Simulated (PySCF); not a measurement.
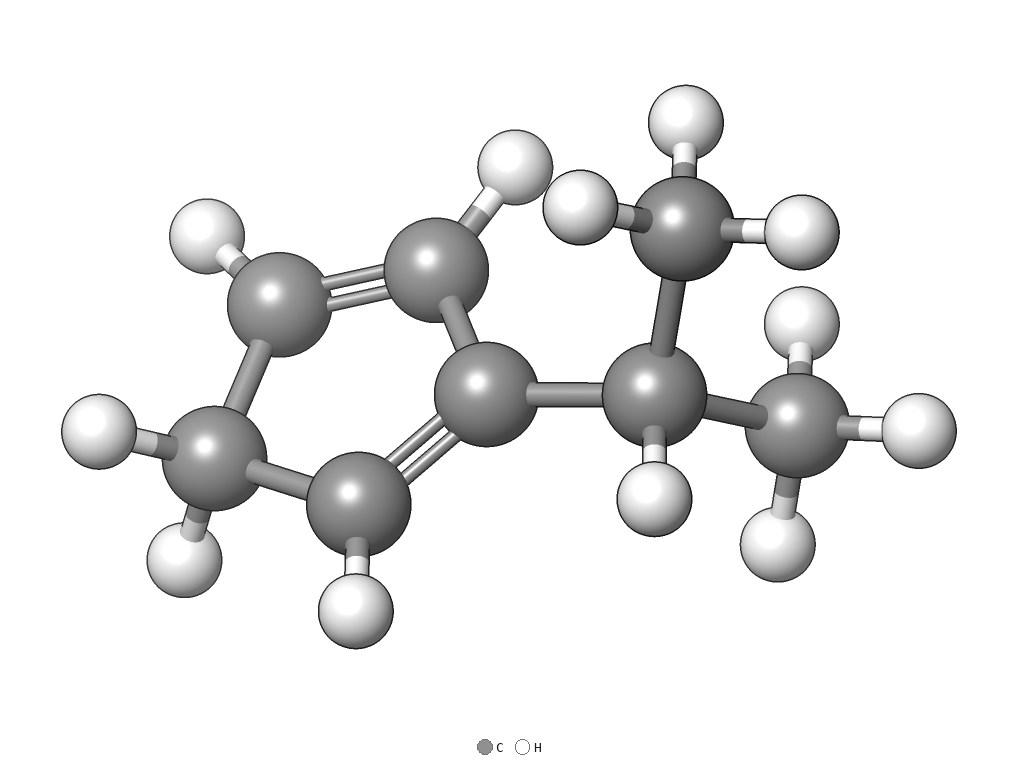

Computed geometry: GFN2-xTB optimisation. No frequency run is at hand to confirm it as a minimum.

Give the formula.

Answer. C8H12, 20 atoms: 8 carbon and 12 hydrogen.

How many bonds of each kind are drawn?

Answer. 12 C–H, 8 C–C.

Name some functional groups or characteristic bonds that it holds.

Answer. Among them: alkene.

More results for the same structure follow; atom numbers are the same in all pictures, views and colours differ.

**Geometry**

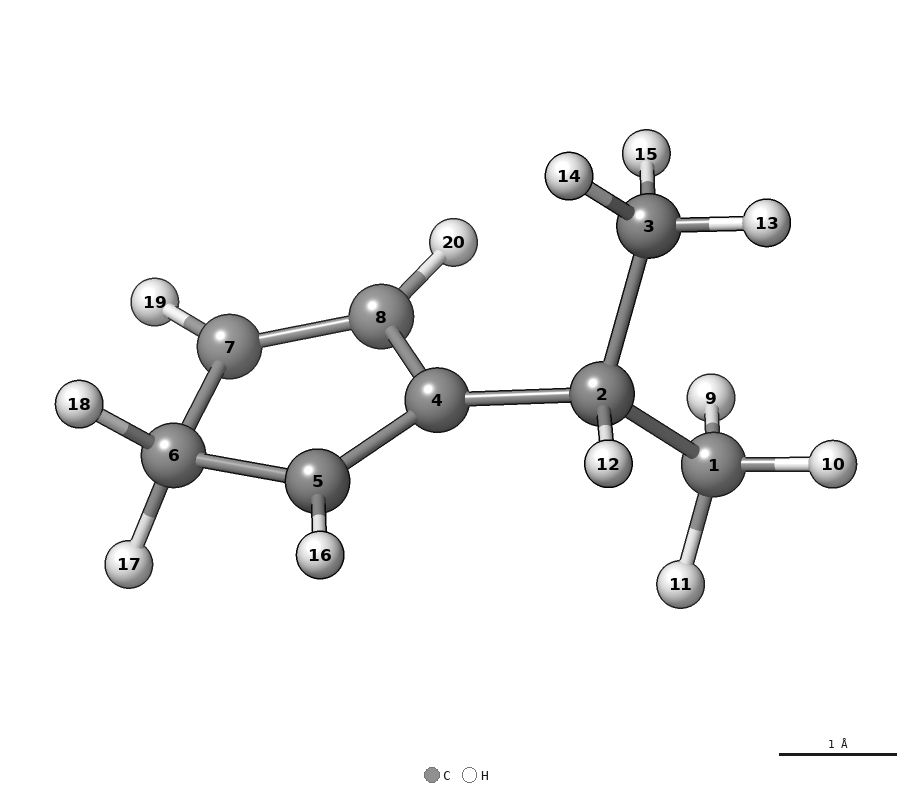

Numbered structure. No frequency run is at hand to confirm it as a minimum.

Give the bond lengths. Leave out bonds to hydrogen.

```json
{"bond": "C1–C2", "length (Å)": "1.531", "order": "single"}
{"bond": "C2–C3", "length (Å)": "1.530", "order": "single"}
{"bond": "C2–C4", "length (Å)": "1.498", "order": "single"}
{"bond": "C4–C5", "length (Å)": "1.342", "order": "double"}
{"bond": "C4–C8", "length (Å)": "1.455", "order": "single"}
{"bond": "C5–C6", "length (Å)": "1.493", "order": "single"}
{"bond": "C6–C7", "length (Å)": "1.493", "order": "single"}
{"bond": "C7–C8", "length (Å)": "1.338", "order": "double"}
```

**Polarisability**

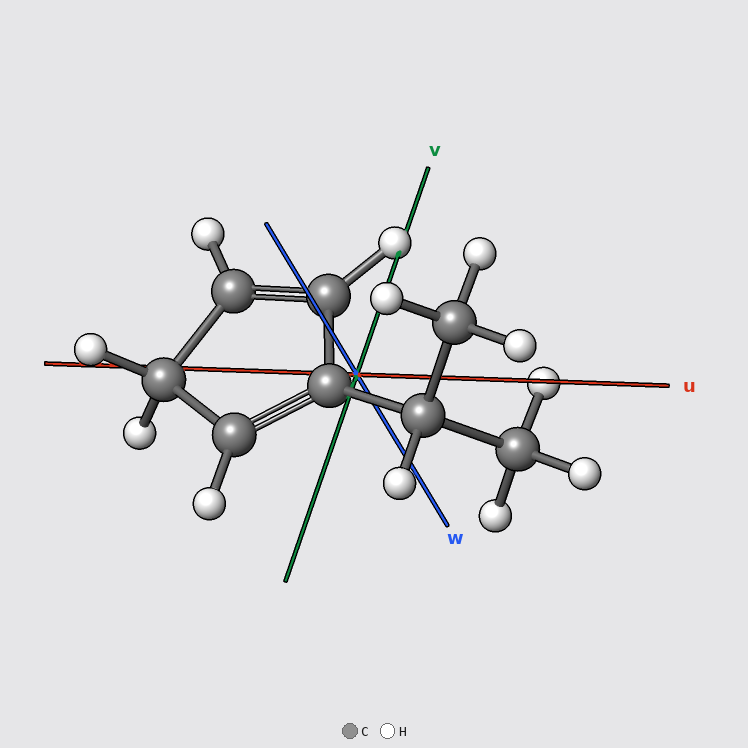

The lines u, v and w are the principal axes of the static dipole polarisability. No frequency run is at hand to confirm it as a minimum. Level of theory: PBE0/def2-SVPD (PySCF 2.14.0).

Along which axis is the molecule most polarisable, and along which least?

Answer. Most along u, least along w.

Give the three principal values.

Answer. u 112.7, v 88.0, w 74.6 bohr³; mean 91.8, anisotropy 33.5 bohr³.

**Ring current**

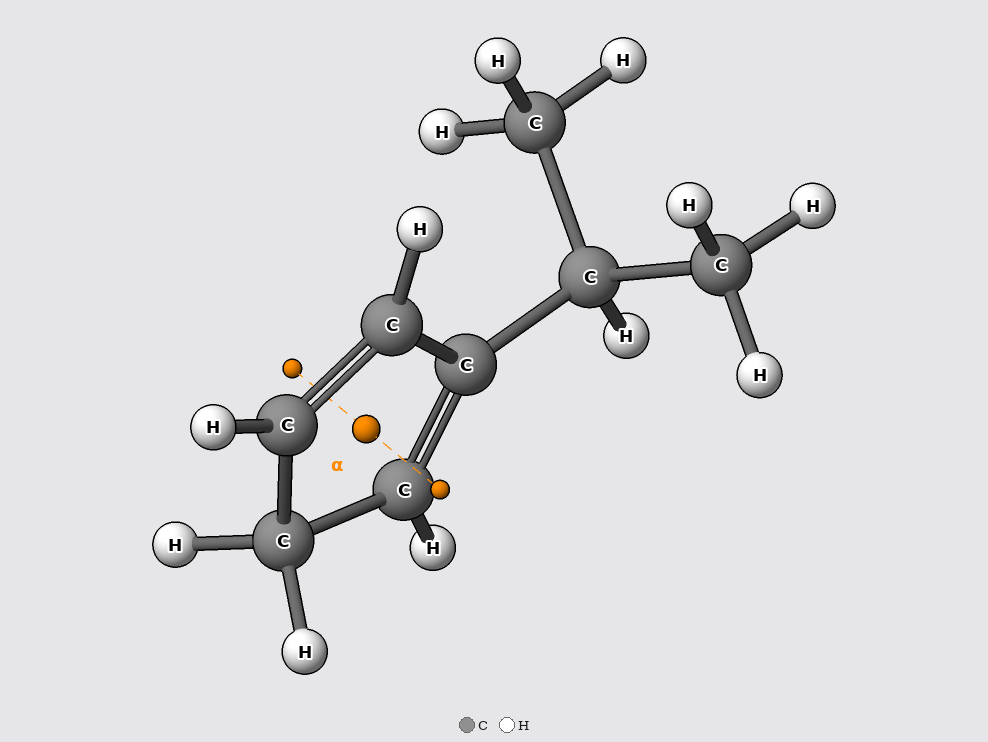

The small points mark where nucleus-independent chemical shifts (NICS) were computed: at the centre of each lettered ring and 1 Å above and below it. No frequency run is at hand to confirm it as a minimum. Level of theory: GIAO PBE0/pcSseg-1 NMR shielding, non-relativistic, gas phase (PySCF 2.14.0).

Give NICS(0), NICS(1) and the out-of-plane component NICS(1)zz for each ring (means of the two sides).

```csv
ring,members,NICS(0),NICS(1),NICS(1)zz
α,C5,−3.2,−5.8,−11.8
```

Values in ppm.

**NMR shielding**

The questions are on isotropic NMR shieldings of the H atoms. No frequency run is at hand to confirm it as a minimum. Properties computed with GIAO PBE0/pcSseg-1 NMR shielding, non-relativistic, gas phase (PySCF 2.14.0).

List the isotropic NMR shieldings of the H atoms.

| atom | σ (ppm) |
| --- | --- |
| H9 | 30.56 |
| H10 | 30.53 |
| H11 | 30.55 |
| H12 | 28.95 |
| H13 | 30.53 |
| H14 | 30.54 |
| H15 | 30.53 |
| H16 | 25.42 |
| H17 | 28.66 |
| H18 | 28.66 |
| H19 | 25.00 |
| H20 | 24.84 |

**Charges**

The questions are on Hirshfeld charges. No frequency run is at hand to confirm it as a minimum. Properties computed with PBE0/pcSseg-1, gas phase (PySCF 2.14.0).

Which atom carries the highest charge (most positive or least negative)?

Answer. H17, H18, H19, H20 (0.05 e).

And the lowest?

Answer. C1, C3 (−0.12 e).

Give the Hirshfeld charges atom by atom.

| atom | value (e) |
| --- | --- |
| C1 | −0.12 |
| C2 | −0.02 |
| C3 | −0.12 |
| C4 | 0.00 |
| C5 | −0.06 |
| C6 | −0.08 |
| C7 | −0.05 |
| C8 | −0.06 |
| H9 | 0.04 |
| H10 | 0.04 |
| H11 | 0.04 |
| H12 | 0.04 |
| H13 | 0.04 |
| H14 | 0.04 |
| H15 | 0.04 |
| H16 | 0.04 |
| H17 | 0.05 |
| H18 | 0.05 |
| H19 | 0.05 |
| H20 | 0.05 |
